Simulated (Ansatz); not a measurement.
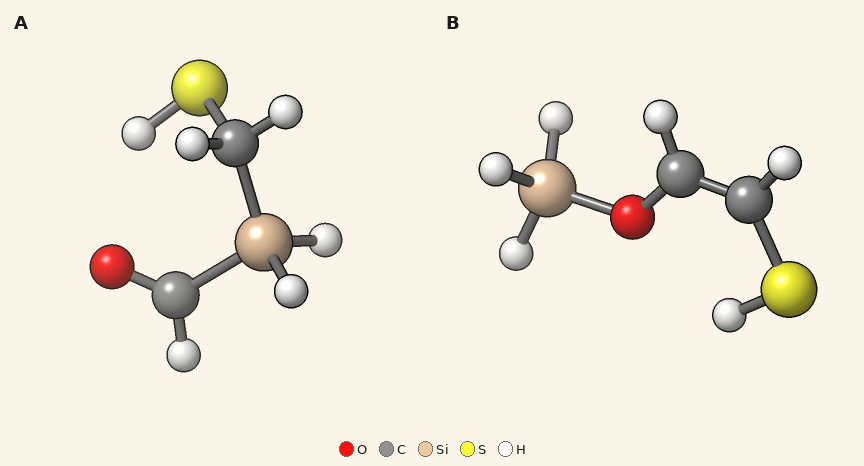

2 stationary structures of one formula. Geometries: PBE0-D4/def2-TZVP. Electronic energies: CCSD(T)/CBS (MP2 limit from def2-TZVPP and def2-QZVPP plus CCSD(T) − MP2) (Ansatz 0.2.0), without zero-point energy. No frequency run is at hand to confirm each as a minimum. Each is one conformer, not always the lowest.

### Rank them by energy, lowest first.

B is lowest; A lies 16.3 kcal/mol above it. A is `O=C[SiH2]CS`, B is `[SiH3]O/C=C\S`.
